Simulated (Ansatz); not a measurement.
**AsGaH₆ (SMILES [GaH3-][AsH3+]): density, localisation and related maps**

```yaml
atoms:
  - { symbol: Ga, position_ang: [-0.4840, 0.1478, -1.4712] }
  - { symbol: As, position_ang: [0.3650, -0.1176, 1.0360] }
  - { symbol: H, position_ang: [0.4232, -0.9881, -2.0755] }
  - { symbol: H, position_ang: [-1.9965, -0.1669, -1.1676] }
  - { symbol: H, position_ang: [-0.0380, 1.6483, -1.6395] }
  - { symbol: H, position_ang: [1.0052, 1.0468, 1.7509] }
  - { symbol: H, position_ang: [1.4211, -1.1393, 1.3794] }
  - { symbol: H, position_ang: [-0.6038, -0.4881, 2.1319] }
```

Geometry: PBE0-D4/def2-TZVP.

All numbers below come from Ansatz 0.2.0, RKS PBE0-D4/def2-TZVPP.

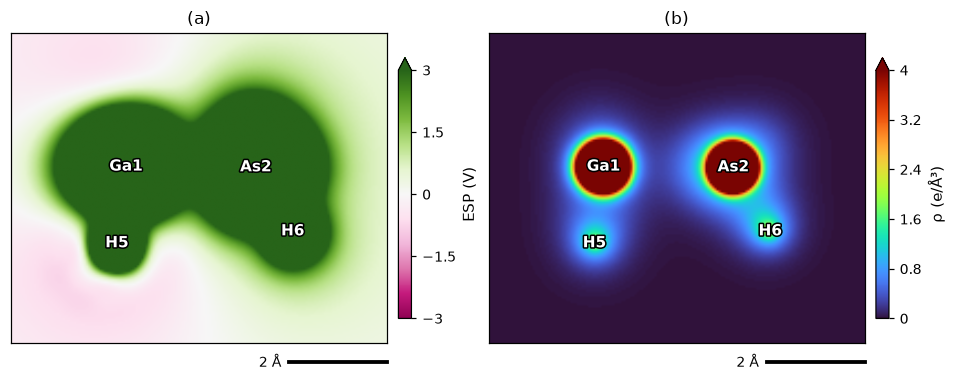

Figure 1. (a) electrostatic potential; (b) total electron density on the plane of atoms Ga1, As2 and H6.

What do the fields say about this system?

The section cuts through Ga, As and H sites.
Ga–As (2.66 Å): ρ at the midpoint is about 0.34 e/Å³, with its minimum of 0.29 e/Å³ about 1.1 Å from Ga.
As–H (1.51 Å): ρ at the midpoint is about 1.2 e/Å³.
Ga–H (1.57 Å): the density is about 0.96 e/Å³ at the midpoint.
Outside the dense part of the molecule the potential is most negative (−0.8 V) near H5.

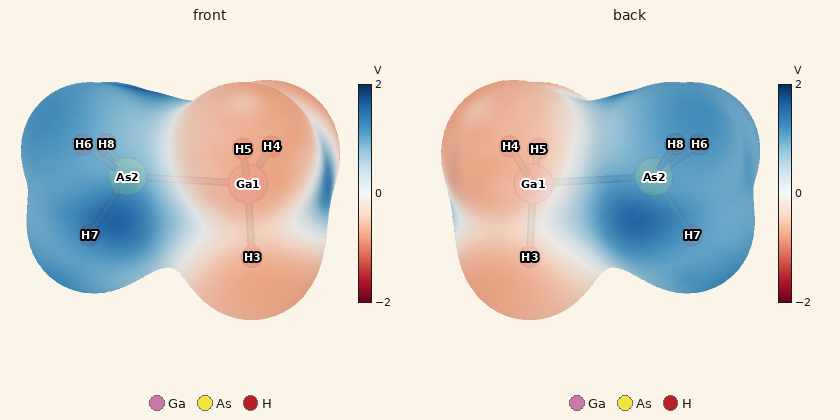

Figure 2. The molecular electrostatic potential painted on the density surface at 0.002 e/bohr³, seen from the front and from behind; the colour scale runs from red (negative) to blue (positive).

Which sites attract a positive test charge, and which a negative one?

A positive charge is drawn to the negative regions and a negative charge to the positive ones. The most negative region (about −0.8 V) lies over H3, H4 and H5, the most positive (about +1.6 V) over As2.

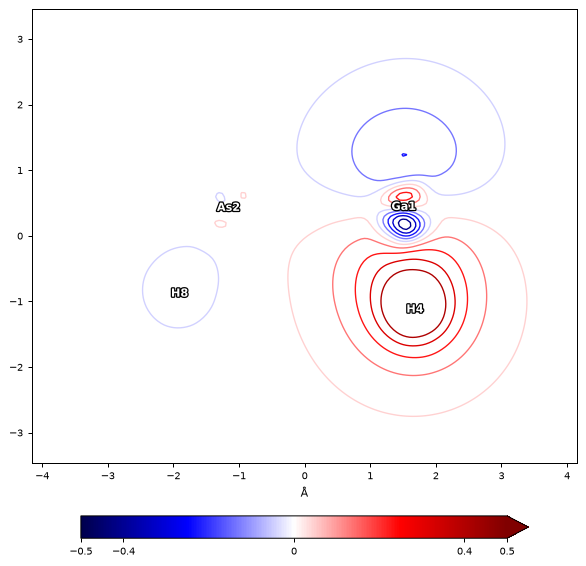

Figure 3. The HOMO on the plane of atoms As2, Ga1 and H4 (values in Å⁻³ᐟ²; the overall sign is arbitrary).

What is the character of this orbital?

Its weight (Hirshfeld) is mainly on Ga1 (about 40 %), H4 (about 35 %) and H5 (about 20 %). It is one of a degenerate set, so its orientation is arbitrary. Its energy is −7.92 eV.

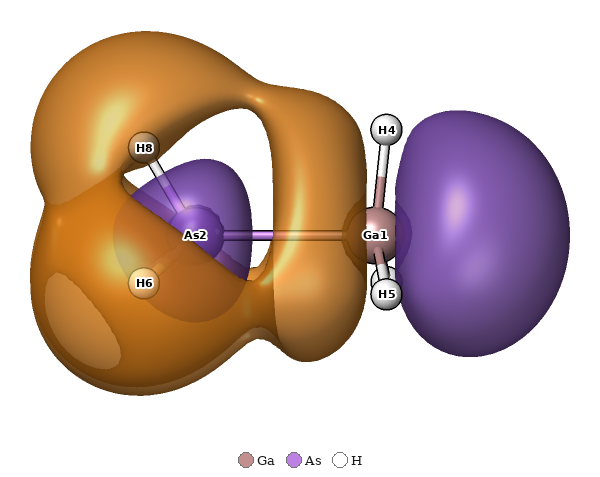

Figure 4. The LUMO at ±0.06 Å⁻³ᐟ² (orange and purple are the two phases), seen from one side.

Describe this orbital and give its energy.

Its weight (Hirshfeld) is mainly on Ga1 (about 35 %), As2 (about 25 %), H7 (about 10 %), H6 (about 10 %) and H8 (about 10 %). Its energy is −0.36 eV.
